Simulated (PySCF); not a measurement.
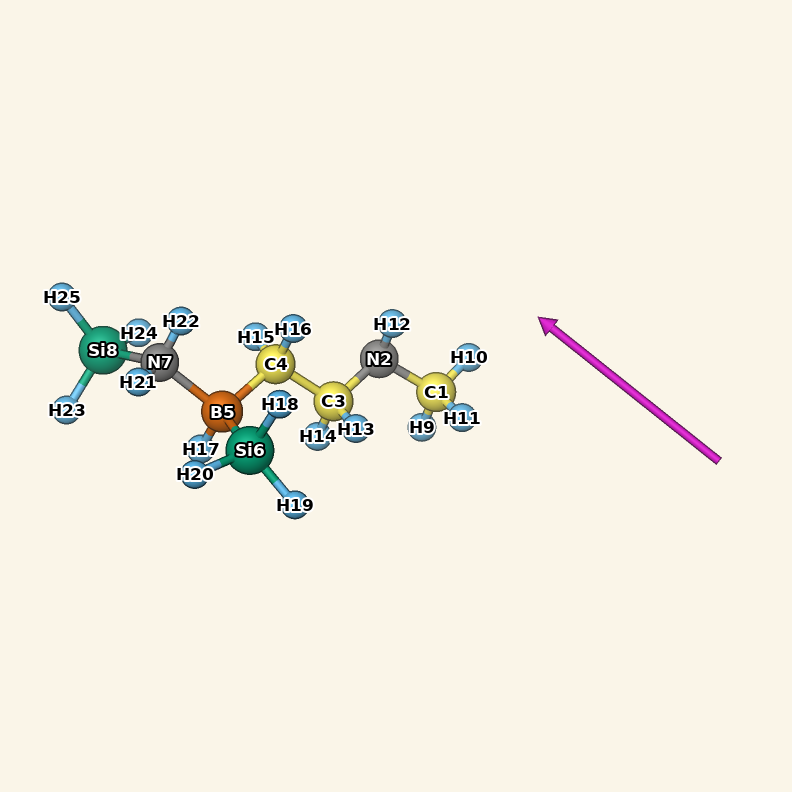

The arrow beside the molecule shows the direction of the dipole moment, from the negative to the positive end (its length means nothing). The geometry was computed by an optimisation with GFN2-xTB. No frequency run is at hand to confirm it as a minimum. Level of theory: PBE0/pcSseg-1, gas phase (PySCF 2.14.0).

Q: How large is the dipole moment?

A: 4.76 D; it points from the side of H11 to the side of H25 (the outermost atoms at the two ends).

The geometry is semi-empirical. Around B, Si such bond lengths and angles can be off by a tenth of an ångström or more and by several degrees, and values that hang on the shape move with them.
